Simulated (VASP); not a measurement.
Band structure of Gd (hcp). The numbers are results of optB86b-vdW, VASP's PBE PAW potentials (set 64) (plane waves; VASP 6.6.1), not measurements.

The 4f electrons are frozen in the core of the lanthanide potential, so 4f levels, which can set the real gap, and their magnetism are missing.

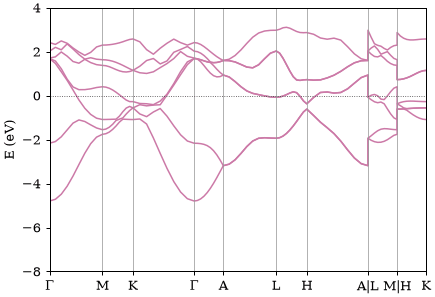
*Bands along high-symmetry lines, zero at the valence-band maximum or, without a gap, the Fermi level*

Question: Read the plot: is there a gap, and where are the band edges?

Answer: It has no gap at this level: it comes out as a metal or semimetal. (Edges off the drawn lines would not show.)

The compound is Gd in the hcp structure. It was relaxed first.
